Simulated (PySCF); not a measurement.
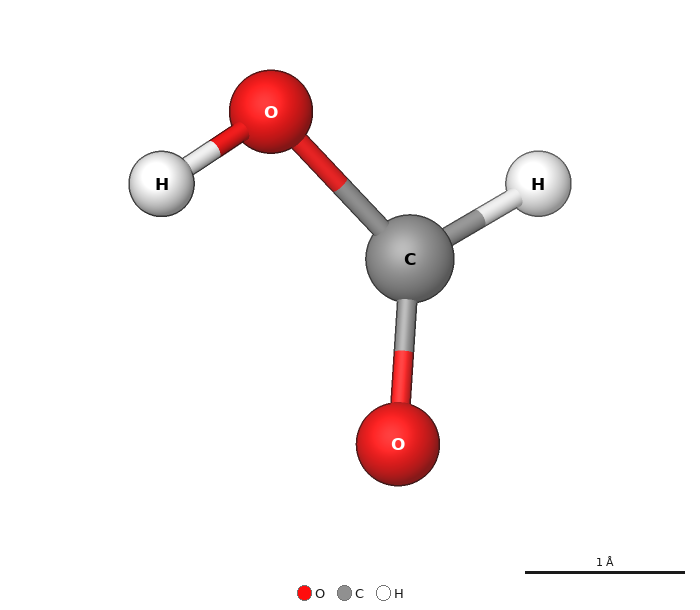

A ball-and-stick model of a molecule.

Describe the molecule.

It has 5 atoms: 1 carbon, 2 hydrogen and 2 oxygen (CH2O2). As SMILES it reads `O=CO`. Among its groups: carboxylic acid. This geometry has Cs symmetry. All atoms lie on one plane. Coordination: 1 C trigonal planar; 1 O bent.

The parts below concern this one geometry. Atoms keep their numbers from picture to picture. The geometry was computed by an optimisation with PBE0-D3(BJ)/def2-SVP. No frequency run is at hand to confirm it as a minimum.

### Shape

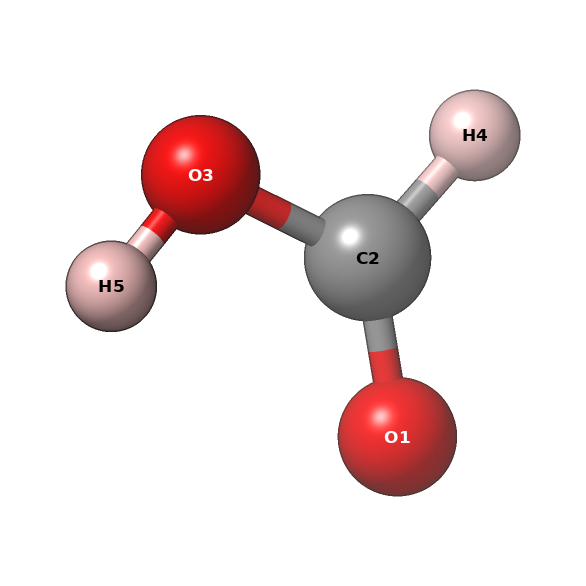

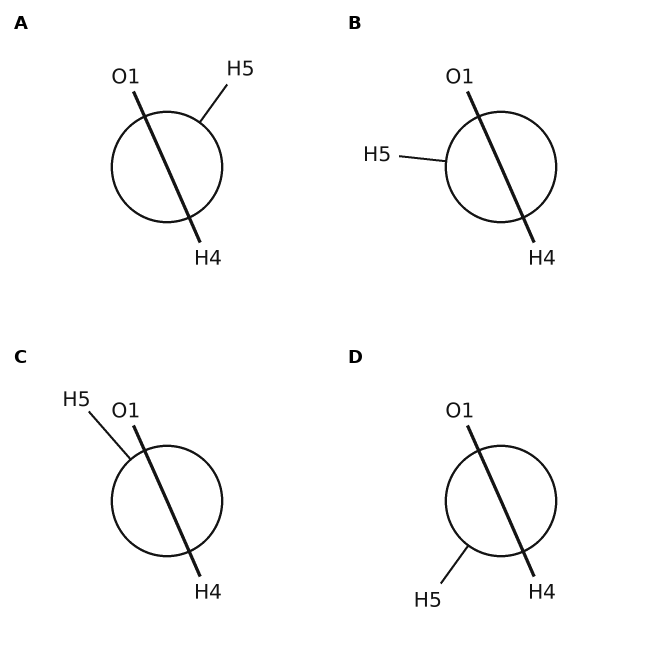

Atoms fade into the background with distance from the viewer. Bonds that would overlap in a projection are set slightly apart. No frequency run is at hand to confirm it as a minimum.

Which Newman projection shows the view along C2–O3, with C2 in front?

C. The torsion angle O1–C2–O3–H5 is 0°, synperiplanar (eclipsed).

### Excitation

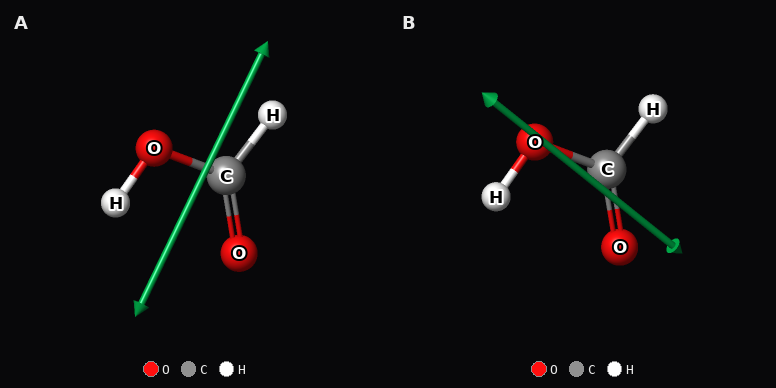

The double arrows show the directions of two transition dipoles from the ground state (lengths mean nothing). No frequency run is at hand to confirm it as a minimum. Method: TDDFT PBE0/def2-SVPD, vertical, gas phase, core orbitals frozen in the response (PySCF 2.14.0).

One belongs to singlet state 3 and one to singlet state 5. Which is which?

A: state 3, 8.62 eV (144 nm), oscillator strength 0.056, mainly HOMO → LUMO+2 (weight 0.98); polarised in the molecular plane.
B: state 5, 8.87 eV (140 nm), oscillator strength 0.23, mainly HOMO−1 → LUMO (weight 0.75); polarised in the molecular plane.

### Polarisability

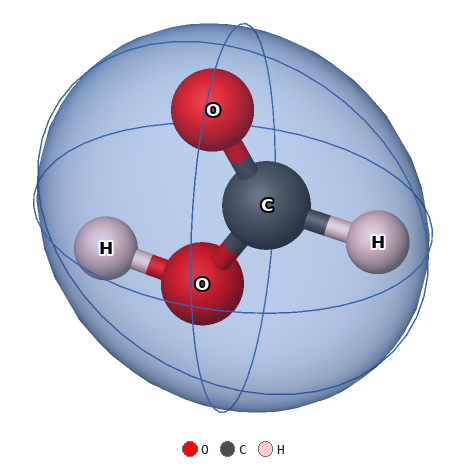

The ellipsoid shows the static dipole polarisability: its half-axes are proportional to the principal values. No frequency run is at hand to confirm it as a minimum. Method: PBE0/def2-SVPD (PySCF 2.14.0).

Give the principal values, the mean and the anisotropy.

Principal values 15.8, 23.5, 26.6 bohr³; mean 22.0 bohr³ (3.26 Å³); anisotropy 9.6 bohr³, so the longest axis is 1.68 times the shortest.

### Quadrupole coupling

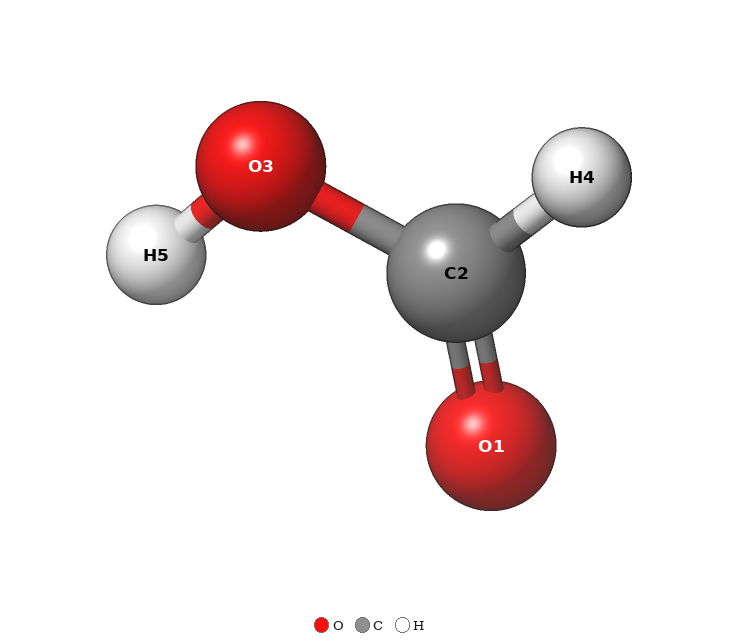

No frequency run is at hand to confirm it as a minimum. Electric field gradients from the ground-state density, PBE0/pcSseg-1 in chloroform (IEF-PCM) (PySCF 2.14.0), non-relativistic apart from any core potentials.

Give the largest field-gradient component, the quadrupole coupling constant and the asymmetry for 17O at O1 (Q = −25.6 mb), 17O at O3 (Q = −25.6 mb), 2H at H4 (Q = 2.86 mb), 2H at H5 (Q = 2.86 mb).

```json
{"atom": "O1", "V_zz (a.u.)": "−1.579", "e²qQ/h (MHz)": "9.50", "η": "0.22"}
{"atom": "O3", "V_zz (a.u.)": "1.475", "e²qQ/h (MHz)": "−8.87", "η": "0.49"}
{"atom": "H4", "V_zz (a.u.)": "0.259", "e²qQ/h (MHz)": "0.174", "η": "0.03"}
{"atom": "H5", "V_zz (a.u.)": "0.423", "e²qQ/h (MHz)": "0.284", "η": "0.10"}
```
